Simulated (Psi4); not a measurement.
**CH6GaN (SMILES [CH3][GaH][NH2]) at CAM-B3LYP/6-31G(d) (spherical functions)**

What is the vertical ionisation energy of CH6GaN at CAM-B3LYP/6-31G* (spherical functions)? 

The calculation is run with Psi4 1.11.

2 further runs of the same task are left out: 2 set aside as unsound or not needed.

### Step 1. Starting point

CH6GaN has 9 atoms, charge 0, and is taken as a singlet. As SMILES, `[CH3][GaH][NH2]`. Geometry: relaxed at PBE0-D4/def2-TZVP.

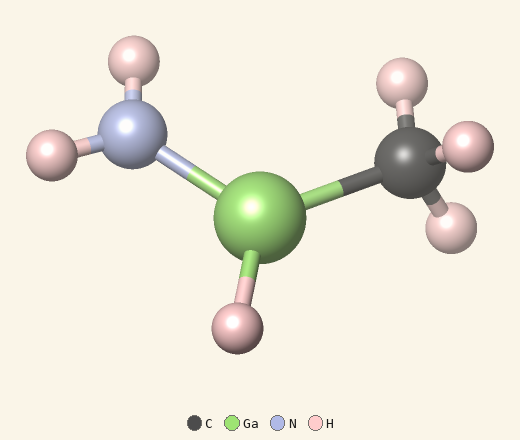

Viewed from a chosen angle; carbon dark grey, gallium green, nitrogen light blue, hydrogen pink.

### Step 2. A single-point energy at CAM-B3LYP/6-31G(d) (spherical functions)

Contents of job.in:

```
memory 2200 mb

molecule {
  C     -0.52742256     1.78522427    -2.12556394
  Ga     0.97018539    -1.00514533    -0.19728741
  N     -0.12887932    -1.52614282     3.01751468
  H     -1.42863295     1.07393136    -3.84200218
  H      0.93239087     3.12220550    -2.71289082
  H     -1.93942592     2.80340871    -1.02064108
  H      3.05738790    -2.87484035    -1.15027629
  H      0.52250927    -2.90375316     4.15305110
  H     -1.45811268    -0.47488818     3.87809595
  units bohr
  symmetry c1
}

set {
  reference            rks
  puream               true
  e_convergence        1e-09
  d_convergence        1e-08
  scf_type             pk
  dft_radial_points    99
  dft_spherical_points 590
}

e_tot, wfn = energy("cam-b3lyp/6-31G*", return_wfn=True)
oeprop(wfn, "DIPOLE", "MAYER_INDICES", "LOWDIN_CHARGES", title="CAM-B3LYP")
print_variables()
```

Launch:

```
$ psi4 job.in job.out -n 1
```

job.out:

```text
[...]
  Running in c1 symmetry.
[...]
  Nuclear repulsion =  188.630644604394490
[...]
  Multiplicity = 1
[...]
  Nalpha       = 25
  Nbeta        = 25
[...]
    Number of basis functions: 72
[...]
   @RKS iter   1: -2019.14088002740027   -1.93528e+00   4.13307e-02 ADIIS/DIIS
[...]
   @RKS iter  13: -2021.11343278375784   -1.59162e-12   3.13375e-09 DIIS
[...]
    Orbital Energies [Eh]
    ---------------------
    Doubly Occupied:
       1A   -372.600504     2A    -45.990108     3A    -40.749162
       4A    -40.745339     5A    -40.744819     6A    -14.367730
       7A    -10.226314     8A     -5.570830     9A     -3.860243
      10A     -3.851270    11A     -3.849922    12A     -0.921262
      13A     -0.891491    14A     -0.888272    15A     -0.887166
      16A     -0.886024    17A     -0.861725    18A     -0.750404
      19A     -0.536327    20A     -0.513582    21A     -0.457817
      22A     -0.454047    23A     -0.384511    24A     -0.337506
      25A     -0.306247
[...]
  @RKS Final Energy: -2021.11343278375784
   => Energetics <=
    Nuclear Repulsion Energy =            188.6306446043944902
    One-Electron Energy =               -3188.6511200578834178
    Two-Electron Energy =                1047.9761715438421561
    DFT Exchange-Correlation Energy =     -69.0691288741110725
    Empirical Dispersion Energy =           0.0000000000000000
    VV10 Nonlocal Energy =                  0.0000000000000000
    Total Energy =                      -2021.1134327837578439
[...]
 Multipole Moments:
 ------------------------------------------------------------------------------------
     Multipole            Electronic (a.u.)      Nuclear  (a.u.)        Total (a.u.)
 ------------------------------------------------------------------------------------
 L = 1.  Multiply by 2.5417464519 to convert [e a0] to [Debye]
 Dipole X            :          2.9963457           -3.2328397           -0.2364939
 Dipole Y            :         -3.3927302            3.5222632            0.1295329
 Dipole Z            :         -0.0883198            0.3457456            0.2574258
 Magnitude           :                                                    0.3727951
[...]
```

Run time: 13 s. Hardware: 1 thread of Intel Xeon 6975P-C (Granite Rapids), shared host; peak memory 1.1 GiB.

### Step 3. The doublet cation

Contents of job.py:

```python
import psi4

psi4.set_memory('2200 MB')
psi4.set_num_threads(1)
psi4.core.set_output_file('psi4.out', False)

geom = psi4.geometry("""
1 2
C
Ga 1 1.962045
N 2 1.818887 1 118.12124
H 1 1.092758 2 110.44642 3 -120.62751
H 1 1.092661 4 107.1663 2 120.38053
H 1 1.091095 5 108.47193 4 -116.91136
H 2 1.566254 3 115.52358 1 -179.99246
H 3 1.005654 2 123.9962 7 0.02448
H 3 1.005798 8 111.72204 2 -179.95197
units angstrom
symmetry c1
""")

psi4.set_options({
    'basis': '6-31G*',
    'reference': 'uks',
    'puream': True,
    'e_convergence': 1e-09,
    'd_convergence': 1e-08,
    'scf_type': 'pk',
    'dft_radial_points': 99,
    'dft_spherical_points': 590,
    'maxiter': 100,
})

e, wfn = psi4.energy("cam-b3lyp", molecule=geom, return_wfn=True)
print('E =', round(e, 9))
```

Launch:

```
$ python job.py
```

psi4.out:

```text
[...]
  Running in c1 symmetry.
[...]
  Nuclear repulsion =  188.630645943201046
[...]
  Multiplicity = 2
[...]
  Nalpha       = 25
  Nbeta        = 24
[...]
    Number of basis functions: 72
[...]
   @UKS iter   1: -2018.88069003754526   -1.67510e+00   4.10401e-02 DIIS/ADIIS
[...]
   @UKS iter  14: -2020.76876866487055   -6.36646e-12   6.85946e-09 DIIS
[...]
   @S^2 Observed:                7.531074883E-01
[...]
    Orbital Energies [Eh]
    ---------------------
    Alpha Occupied:
       1A   -372.842191     2A    -46.232061     3A    -40.991318
       4A    -40.987635     5A    -40.986024     6A    -14.758211
       7A    -10.406861     8A     -5.812976     9A     -4.102702
      10A     -4.095771    11A     -4.088667    12A     -1.279089
      13A     -1.133998    14A     -1.133985    15A     -1.126941
      16A     -1.126312    17A     -1.125335    18A     -0.930544
      19A     -0.880131    20A     -0.821922    21A     -0.723609
      22A     -0.640687    23A     -0.625174    24A     -0.615274
      25A     -0.533586
    Alpha Virtual:
[...]
  @UKS Final Energy: -2020.76876866487055
   => Energetics <=
    Nuclear Repulsion Energy =            188.6306459432010456
    One-Electron Energy =               -3176.1819387626296702
    Two-Electron Energy =                1035.6748392693209553
    DFT Exchange-Correlation Energy =     -68.8923151147631074
    Empirical Dispersion Energy =           0.0000000000000000
    VV10 Nonlocal Energy =                  0.0000000000000000
    Total Energy =                      -2020.7687686648705494
[...]
 Multipole Moments:
 ------------------------------------------------------------------------------------
     Multipole            Electronic (a.u.)      Nuclear  (a.u.)        Total (a.u.)
 ------------------------------------------------------------------------------------
 L = 1.  Multiply by 2.5417464519 to convert [e a0] to [Debye]
 Dipole X            :         -0.0002215           -0.0000413           -0.0002628
 Dipole Y            :          1.1036519           -2.9517970           -1.8481451
 Dipole Z            :          4.8075950           -3.7767749            1.0308202
 Magnitude           :                                                    2.1161831
[...]
```

The script printed:

```text
E = -2020.768768665
```

Wall time 19 s (1 thread of Intel Xeon 6975P-C (Granite Rapids), shared host); peak memory 1.1 GiB.

### Step 4. Outcome

At CAM-B3LYP/6-31G* (spherical functions):

| quantity | value |
| --- | --- |
| singlet CH6GaN: total energy | -2021.11343 Eh |
| singlet CH6GaN: dipole moment | 0.95 D |
| singlet CH6GaN: HOMO energy | -8.33 eV |
| singlet CH6GaN: LUMO energy | 0.78 eV |
| singlet CH6GaN: HOMO–LUMO gap | 9.11 eV |
| doublet cation: total energy | -2020.76877 Eh |
| doublet cation: HOMO energy (highest over α and β) | -14.52 eV |
| doublet cation: LUMO energy (lowest over α and β) | -10.54 eV |
| doublet cation: ⟨S²⟩ | 0.753 |
| vertical ionisation energy (to the doublet cation) | 9.379 eV |

Removing an electron at fixed nuclei costs 9.38 eV (216 kcal/mol). −ε(HOMO) before ionisation, 8.33 eV, is 1.05 eV below this ionisation energy.
